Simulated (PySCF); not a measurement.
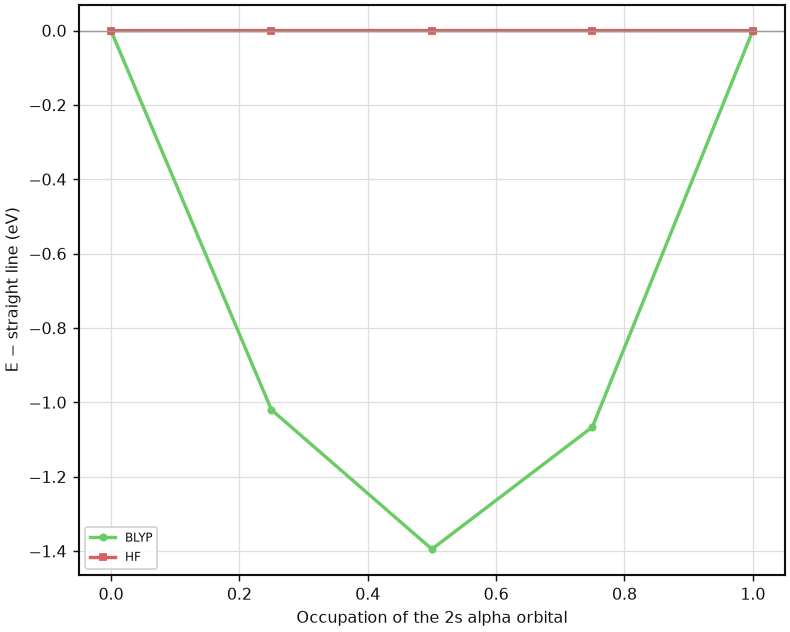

One 2s alpha orbital of B²⁺ ([He] 2s) is emptied in steps. The plot gives the energy less the straight line between the integer ends. PySCF, aug-cc-pVDZ, non-relativistic, unrestricted single determinants, no spin-orbit coupling.

### What do the curves say about each method?

BLYP: convex (delocalisation error), largest departure −1.4 eV, removal energy 38.27 eV; HF: nearly straight, largest departure 0.00022 eV, removal energy 37.72 eV. The measured removal energy is 37.93 eV. The exact energy is a straight line between whole electron numbers.
